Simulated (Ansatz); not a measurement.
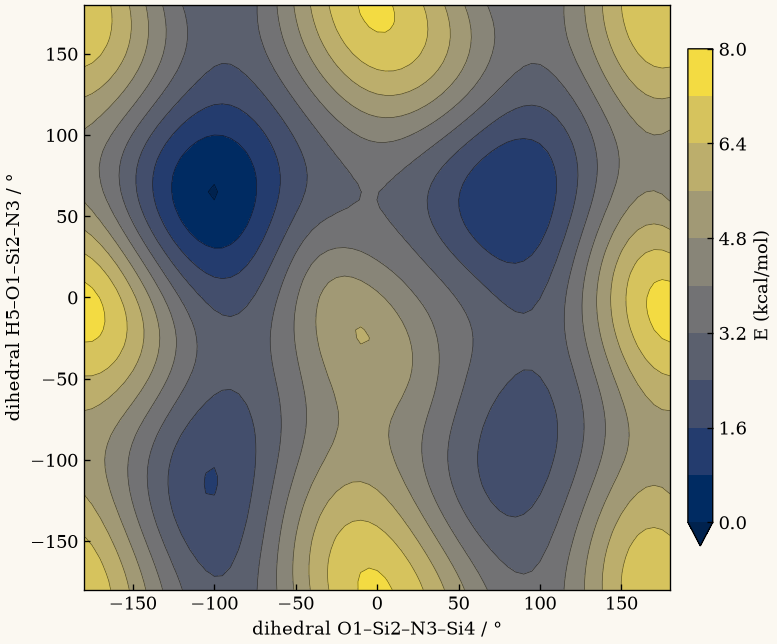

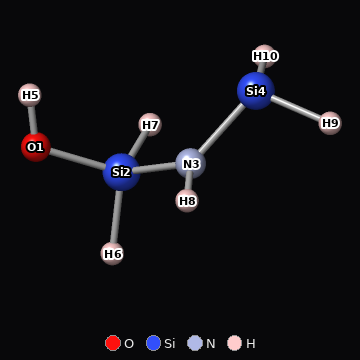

Energy landscape of H6NOSi2, SMILES O[SiH2]N[SiH2], spin multiplicity 2. Coordinates scanned: (1) dihedral O1–Si2–N3–Si4; (2) dihedral H5–O1–Si2–N3. Nothing is relaxed (all other coordinates rigid). The scan uses an 18 × 18 grid. Energies: kcal/mol, counted from the lowest grid point. Method: UKS SPW92 (LDA)/def2-SVP in Ansatz.

Drawn: filled contours. Between grid points the surface is interpolated. The second picture is the structure at the lowest point.

> Describe this landscape.

The lowest grid point is at dihedral O1–Si2–N3–Si4 = −100°, dihedral H5–O1–Si2–N3 = 60°. There are further wells near dihedral O1–Si2–N3–Si4 = 80°, dihedral H5–O1–Si2–N3 = 60° (0.8 kcal/mol above the lowest at that grid point); dihedral O1–Si2–N3–Si4 = −100°, dihedral H5–O1–Si2–N3 = −120° (1.6 kcal/mol above the lowest at that grid point); dihedral O1–Si2–N3–Si4 = 80°, dihedral H5–O1–Si2–N3 = −100° (2.0 kcal/mol above the lowest at that grid point). The highest grid point, dihedral O1–Si2–N3–Si4 = −180°, dihedral H5–O1–Si2–N3 = 0°, lies 7.5 kcal/mol above the lowest. On the interpolated surface the easiest way out of the lowest well to the well at about dihedral O1–Si2–N3–Si4 = −100°, dihedral H5–O1–Si2–N3 = −115° passes a barrier of about 2.6 kcal/mol. Round the minimum the two coordinates are nearly uncoupled.

The values on the grid:

```
dihedral H5–O1–Si2–N3 ↓, dihedral O1–Si2–N3–Si4 →  −180  −140  −100  −60  −20   20   60  100  140
                                              140   6.3   4.3   2.4  3.4  5.7  6.3  4.4  3.1  4.9
                                              100   4.7   2.5   0.8  2.0  3.8  4.0  2.5  1.8  3.7
                                               60   4.8   1.9   0.0  1.7  3.1  2.8  1.2  1.1  3.8
                                               20   6.8   3.7   1.3  2.8  4.5  3.5  2.1  1.9  5.0
                                              −20   7.4   5.3   2.7  3.5  5.5  4.7  3.1  2.6  5.1
                                              −60   5.9   4.4   2.4  3.2  5.0  4.7  2.8  2.3  4.2
                                             −100   5.2   3.2   1.6  3.3  5.2  4.4  2.5  2.1  4.2
                                             −140   6.2   3.5   1.8  3.9  6.4  5.5  3.1  2.8  5.2
                                             −180   7.1   4.6   2.5  4.1  6.9  6.8  4.4  3.4  5.7
```

The table holds every second grid line.

Each point was launched as `ansatz run input.yaml --threads 1 --pin off --max-ram 2560MiB --backend cpu --events-out ev --progress --plain --runs-dir out`. The whole map (324 points run) took 15 min on 1 thread of Arm Neoverse V1, with other jobs on the host.
